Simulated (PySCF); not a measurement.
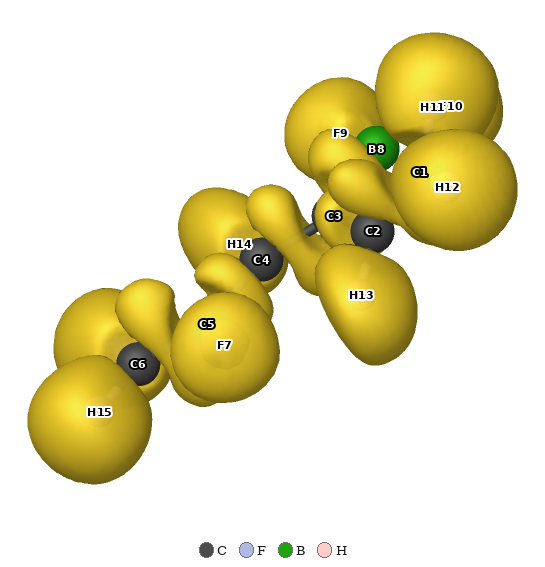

C6H6BF3 (SMILES C=C/C(=C\C(=C)F)B(F)F). Isosurface of the ELF at 0.75 (yellow), seen at an oblique angle. Core shells and regions of very low density are left out.

Geometry: GFN2-xTB.

Level of theory: PBE0/pcSseg-1, SCF density, gas phase, non-relativistic (PySCF 2.14.0).

Input file:

```
{"job": {"kind": "nmr", "xc": "PBE0", "basis": "pcSseg-1"}, "charge": 0, "multiplicity": 1}
C     -2.492797    -0.347470    -1.055142
C     -1.428738    -0.496883    -0.272614
C     -0.423301     0.538321    -0.050335
C      0.861414     0.267052     0.307830
C      1.530281    -0.995379     0.490483
C      2.798883    -1.123620     0.883570
F      0.837680    -2.128168     0.237625
B     -0.798761     2.050300    -0.168283
F      0.108460     2.999147    -0.001238
F     -2.008209     2.523679    -0.391221
H     -2.686935     0.559893    -1.600281
H     -3.201740    -1.146952    -1.186326
H     -1.274918    -1.441459     0.227385
H      1.523277     1.106868     0.471013
H      3.247022    -2.094051     0.997350
H      3.400785    -0.262332     1.098772
```

Run with:

```sh
OMP_NUM_THREADS=1 python probes_run.py task.json out
```

Identify the bonds, lone pairs and shells in this picture.

Answer. The surface consists of one region between bonded B–C atoms (shared pairs), five regions between bonded C–C atoms (shared pairs), six regions around hydrogen nuclei and three regions on F in which the atom's valence shell and bonds are merged. Profiles from the grid: B–F (1.32 Å): the ELF peaks at about 0.85 between the atoms, as expected for a polar covalent bond. C–C (1.33 Å): the ELF peaks at about 0.95 between the atoms; a multiple bond.
